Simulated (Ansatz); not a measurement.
F$_{2}$H$_{4}$W

```xyz
7

W    -0.4383    0.1950    0.2718
H     0.4726   -0.0931    1.6566
H     1.5670   -0.1649   -0.1921
F     0.1753    1.9003   -0.1969
F    -2.1825   -0.3691    0.5362
H    -0.1217   -1.3674   -0.2946
H     1.2972    0.0292   -0.8814
```

Core potentials replace the inner electrons of W.

The calculation used Ansatz 0.2.0, RHF/def2-SVP.

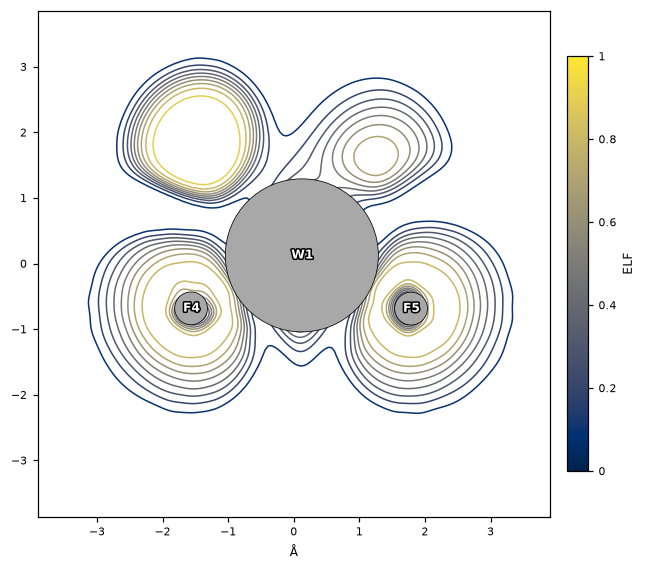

Figure 1. Electron localisation function on the plane of atoms F4, W1 and F5. Grey discs cover the atomic cores.

Question: What do the fields say about this system?

Answer:
- The section cuts through W and F sites.
- W–F (1.85 Å): the ELF peaks at about 0.85 in the valence shell of F, 0.5 Å from its nucleus, and drops to about 0.20 between the two atoms.

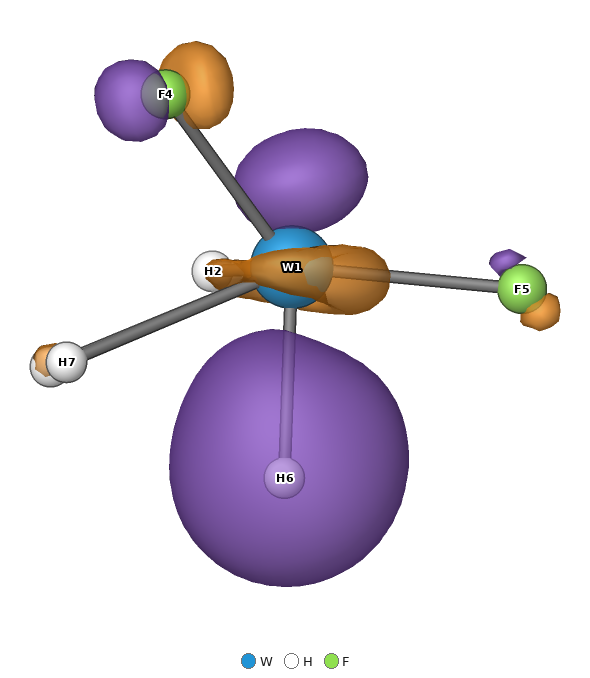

Figure 2. The HOMO−1 at ±0.2 Å⁻³ᐟ² (orange and purple are the two phases), seen at a tilt.

Question: Describe this orbital and give its energy.

Answer: By Hirshfeld shares it lies mainly on H6 (about 45 %) and W1 (about 40 %). Its energy is −12.56 eV.
